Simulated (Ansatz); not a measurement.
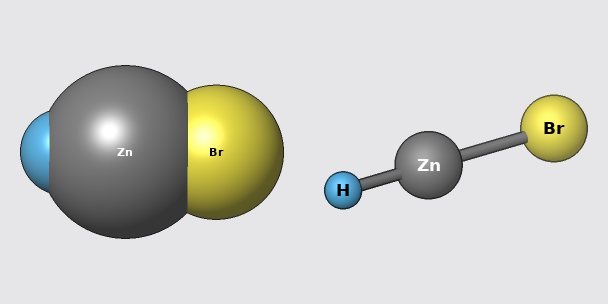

The same structure drawn twice, from different directions.

The computed structure is the end point of a PBE-D4/def2-SVP optimisation. No frequency run is at hand to confirm it as a minimum.

**Count the atoms of each element.**

BrHZn, 3 atoms: 1 bromine, 1 hydrogen and 1 zinc.

**How many bonds of each kind are drawn?**

1 Br–Zn, 1 Zn–H.

More results for the same structure follow; atom numbers are the same in all pictures, views and colours differ.

Shape

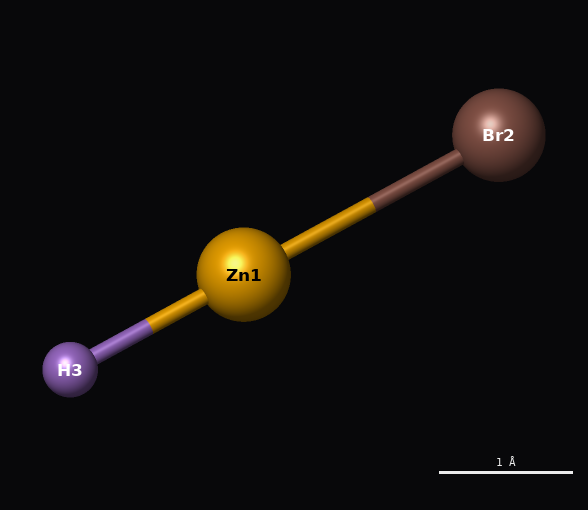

No frequency run is at hand to confirm it as a minimum.

List the bonds and their lengths.

| bond | length (Å) |
| --- | --- |
| Zn1–Br2 | 2.251 |
| Zn1–H3 | 1.532 |

Dipole moment

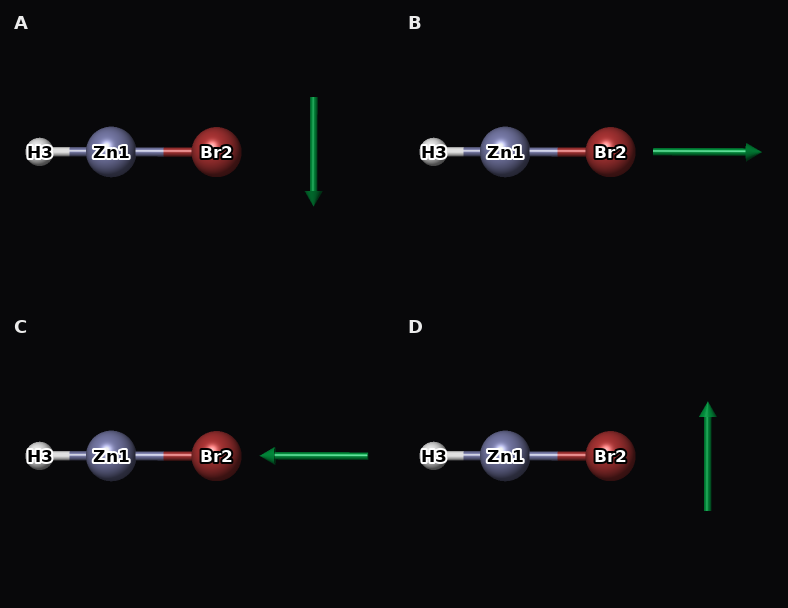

The same molecule four times, each with an arrow. No frequency run is at hand to confirm it as a minimum. Level of theory: RKS PBE-D4/def2-SVP (Ansatz 0.2.0).

**Which arrow points along the dipole moment, from the negative to the positive end?**

C. The dipole moment is 1.65 D; it points from the side of Br2 to the side of H3 (the outermost atoms at the two ends).

Metal centre

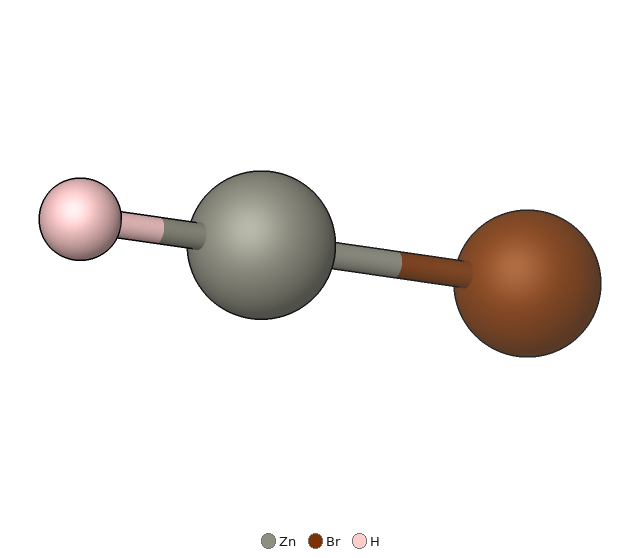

A molecule with one transition-metal atom. The species is neutral and a spin singlet. No frequency run is at hand to confirm it as a minimum.

**What is the coordination number of the metal, and which atoms bind to it?**

Zn binds 2 atoms: 1 Br at 2.25 Å, 1 H at 1.53 Å. The arrangement is linear.

**Give the formal oxidation state and the d-electron count.**

Zn(II), d¹⁰, counting the ligands as closed-shell ions or neutral donors.

Charges

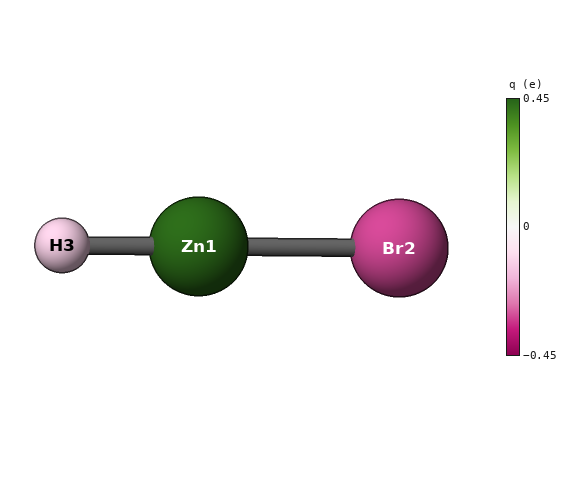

Atoms are coloured by their Mulliken charges. No frequency run is at hand to confirm it as a minimum. Method: RKS PBE-D4/def2-SVP (Ansatz 0.2.0).

Give the Mulliken charges atom by atom.

```tsv
atom	value (e)
Zn1	0.43
Br2	−0.31
H3	−0.12
```

Mulliken values depend strongly on the basis set and can even reverse the polarity of a bond.
